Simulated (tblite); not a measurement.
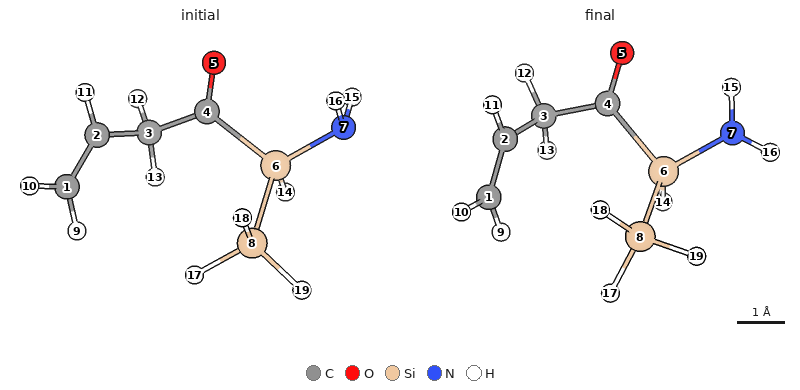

The structure of C4H11NOSi2 before (left) and after (right) a relaxation, at one scale.

A ball-and-stick model, seen at a tilt.

Computed with GFN2-xTB geometry optimisation, gas phase (tblite). 

### Summarise the run.

The atom that moves furthest after the best rigid fit is H16 (1.52 Å). By element the largest moves are H 1.52 Å, C 0.53 Å, O 0.46 Å, N 0.38 Å, Si 0.36 Å. Among the contacts that change: Si8–H17 1.494 → 1.466 Å, C1–H10 1.098 → 1.076 Å, C4–Si6 1.900 → 1.920 Å, C2–C3 1.512 → 1.495 Å. Among the angles between lasting bonds that change: Si6–N7–H16 107.3° → 122.7°, C4–Si6–N7 112.0° → 100.7°, Si6–N7–H15 108.3° → 118.2°. Groups turn about Si6–Si8 by about 40°, C3–C4 by about 35°. After 223 geometry steps the energy has fallen by 6.76 kcal/mol. The run took 1.6 s on 1 thread of Arm Neoverse V2 (shared host).
